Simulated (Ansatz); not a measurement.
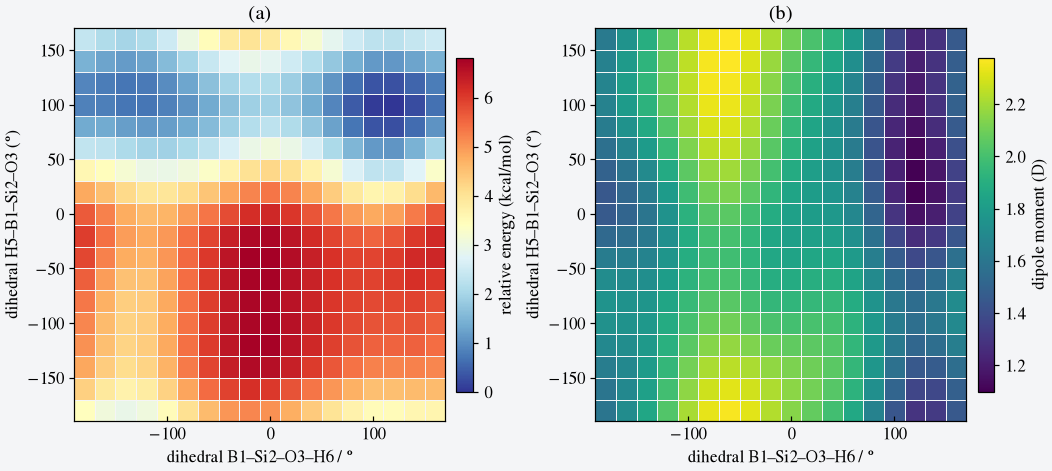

BClH2OSi, SMILES B=[Si](O)Cl. First axis: dihedral B1–Si2–O3–H6. Second axis: dihedral H5–B1–Si2–O3. Nothing is relaxed (all other coordinates rigid). Grid: 18 × 18 points. All energies are given in kcal/mol relative to the lowest grid point. Theory: RKS wB97X-V/def2-SVP (Ansatz 0.2.0).

Panel (a) is the energy; panel (b) is the computed dipole moment, in D.

Drawn: one coloured cell a grid point.

How does the dipole moment vary over the map, and what is it at the lowest grid point?

Leaving out the highest fifth of the energies, it runs from 1.10 D at dihedral B1–Si2–O3–H6 = 120°, dihedral H5–B1–Si2–O3 = 40° to 2.38 D at dihedral B1–Si2–O3–H6 = −60°, dihedral H5–B1–Si2–O3 = 160°. At the lowest grid point, dihedral B1–Si2–O3–H6 = 120°, dihedral H5–B1–Si2–O3 = 100°, it is 1.17 D.
